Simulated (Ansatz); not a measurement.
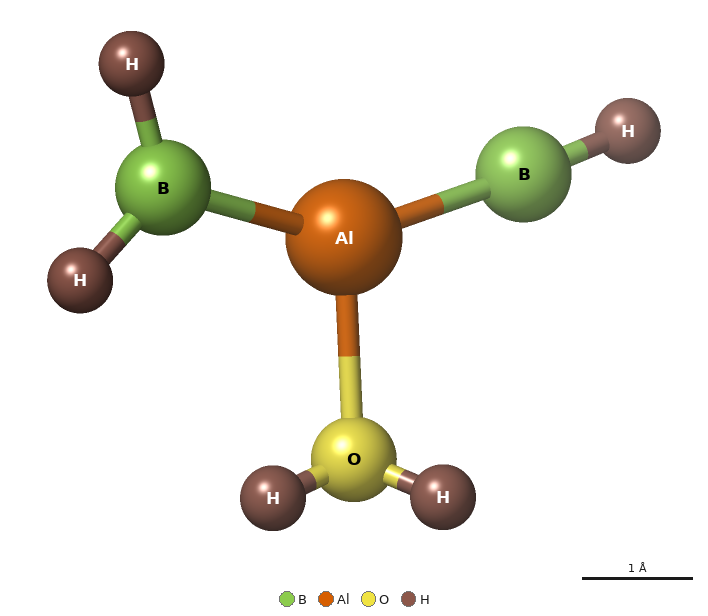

Rendered structure (ball-and-stick style).

**What is the molecular formula?**

AlB2H5O, 9 atoms: 1 aluminium, 2 boron, 5 hydrogen and 1 oxygen.

**Give the symmetry (Schoenflies symbol).**

C1.

**How many sets of symmetry-equivalent atoms are there?**

9: 1 B, 1 Al, 1 B, 1 O, 1 H, 1 H, 1 H, 1 H, 1 H.

**Count the bonded pairs by element.**

3 B–H, 2 Al–B, 2 O–H, 1 Al–O. Sticks follow a distance rule.

More results for the same structure follow; atom numbers are the same in all pictures, views and colours differ. Computed geometry: PBE0-D4/def2-TZVP optimisation. No frequency run is at hand to confirm it as a minimum.

### Electronic properties

No frequency run is at hand to confirm it as a minimum. Level of theory: RKS PBE0-D4/def2-TZVPP (Ansatz 0.2.0).

**What is the LUMO energy (Kohn–Sham orbital)?**

−2.50 eV.

**Give the HOMO energy (Kohn–Sham orbital) at this level.**

−4.51 eV.

**What is the dispersion correction?**

−11.8 kJ/mol.

### Dipole moment

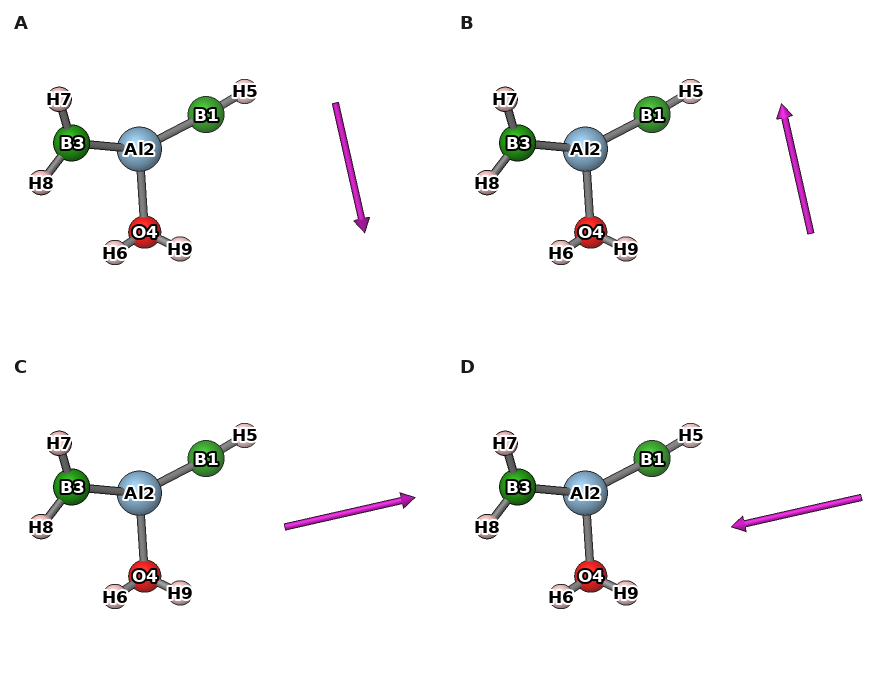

The same molecule four times, each with an arrow. No frequency run is at hand to confirm it as a minimum. Properties computed with RKS PBE0-D4/def2-TZVP (Ansatz 0.2.0).

**Which arrow points along the dipole moment, from the negative to the positive end?**

A. The dipole moment is 4.99 D; it points from the side of H7 to the side of H9 (the outermost atoms at the two ends).

### Charges

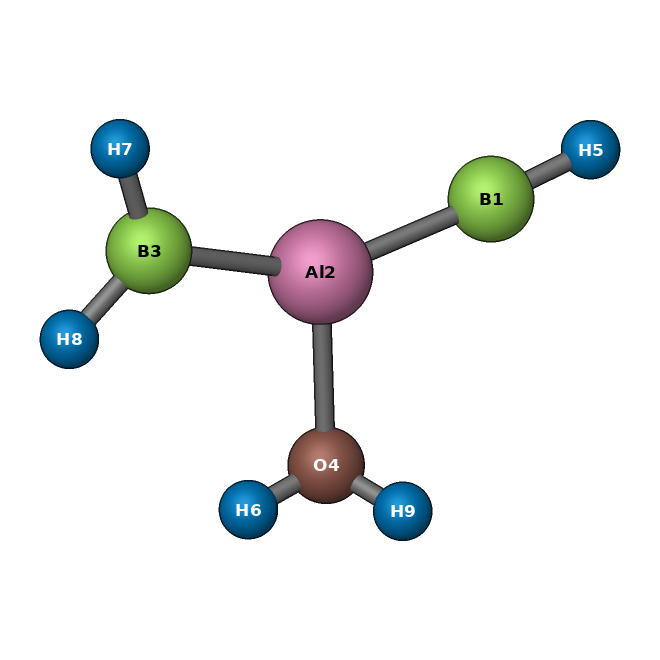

The questions are on Mulliken charges. No frequency run is at hand to confirm it as a minimum. Level of theory: RKS PBE0-D4/def2-TZVP (Ansatz 0.2.0).

**Which atom carries the highest charge (most positive or least negative)?**

H6, H9 (0.38 e).

**And the lowest?**

O4 (−0.49 e).

List the Mulliken charges.

| atom | value (e) |
| --- | --- |
| B1 | −0.12 |
| Al2 | −0.08 |
| B3 | −0.19 |
| O4 | −0.49 |
| H5 | 0.10 |
| H6 | 0.38 |
| H7 | 0.03 |
| H8 | 0.00 |
| H9 | 0.38 |

Mulliken values depend strongly on the basis set and can even reverse the polarity of a bond.
